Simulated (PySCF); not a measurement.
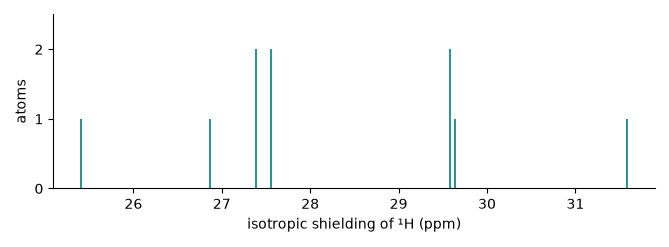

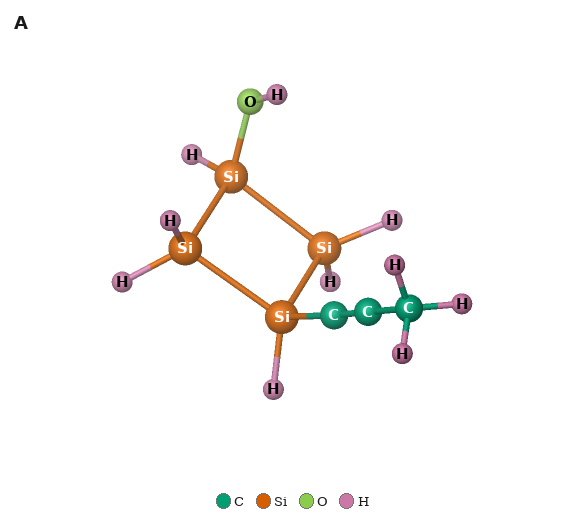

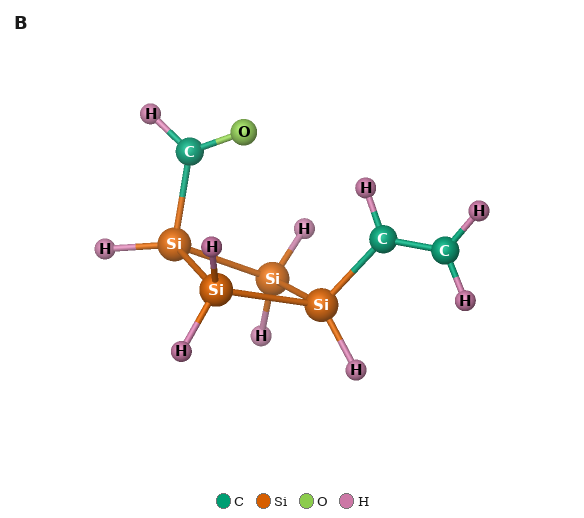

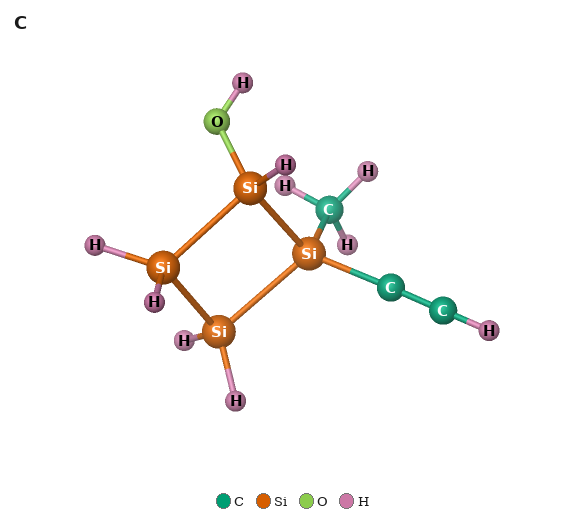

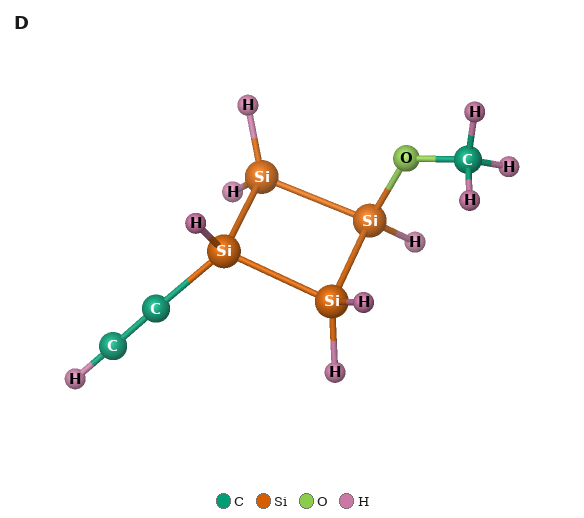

The sticks are computed shieldings of one of the molecules, for one fixed geometry (GFN2-xTB) without averaging over rotations. Low shielding means a high chemical shift. Method: GIAO PBE0/pcSseg-1 NMR shielding, non-relativistic, gas phase (PySCF 2.14.0).

### Which molecule gives this pattern?

A, `CC#C[Si@H]1[SiH2][Si@@H](O)[SiH2]1`. Its 10 H atoms give lines at 25.40, 26.86, 27.38 (2 atoms), 27.56 (2 atoms), 29.58 (2 atoms), 29.63, 31.59 ppm.

The geometry is semi-empirical. Around Si such bond lengths and angles can be off by a tenth of an ångström or more and by several degrees, and values that hang on the shape move with them.
